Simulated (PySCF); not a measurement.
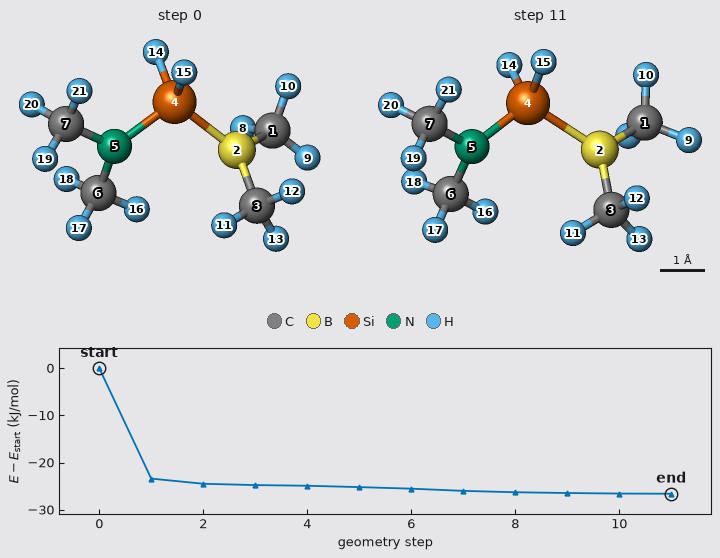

First and last geometry of a relaxation of C₄H₁₄BNSi, with the history of the run. The picture is a ball-and-stick view, seen from a free direction.

The start comes from GFN2-xTB. Its atoms were then displaced at random by about 0.01 Å.

All numbers below come from PBE0-D3(BJ)/def2-SVP geometry optimisation, gas phase (PySCF). 

> What do the curves and the structures tell?

It converged. H9 moves most after the best rigid fit: 0.86 Å. By element the largest moves are H 0.86 Å, C 0.38 Å, Si 0.30 Å, B 0.11 Å, N 0.06 Å. Near-neighbour distances that change, for instance: B2–Si4 1.930 → 2.032 Å, C1–H9 1.063 → 1.101 Å, C3–H11 1.071 → 1.099 Å, C7–H21 1.076 → 1.100 Å. Among the angles between lasting bonds that change: B2–Si4–H15 116.7° → 108.5°, B2–Si4–H14 116.9° → 110.7°, B2–C1–H8 109.7° → 103.6°. Groups turn about B2–Si4 by about 25°, C1–B2 by about 25°. The energy falls by 26.6 kJ/mol in 11 geometry steps.
